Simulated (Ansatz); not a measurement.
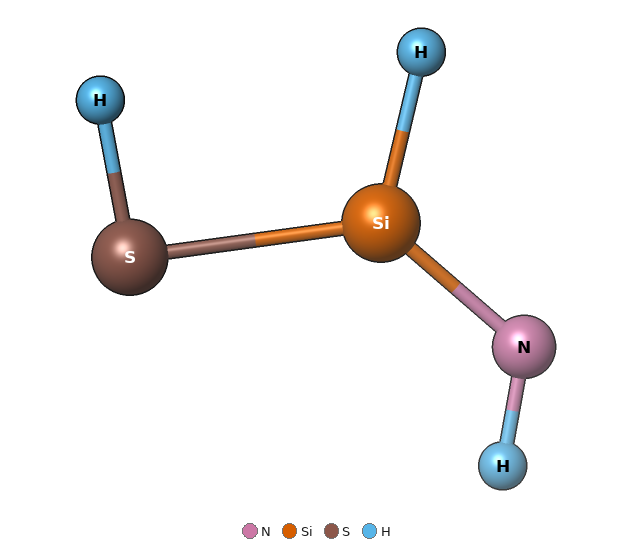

All atoms lie in one plane, which faces the viewer. Computed geometry: PBE-D4/def2-SVP optimisation. No frequency run is at hand to confirm it as a minimum.

Which symmetry elements does this geometry have?

It has 1 mirror plane, so the point group is Cs. The group has 2 operations. The geometry is achiral, and symmetry allows a dipole moment.
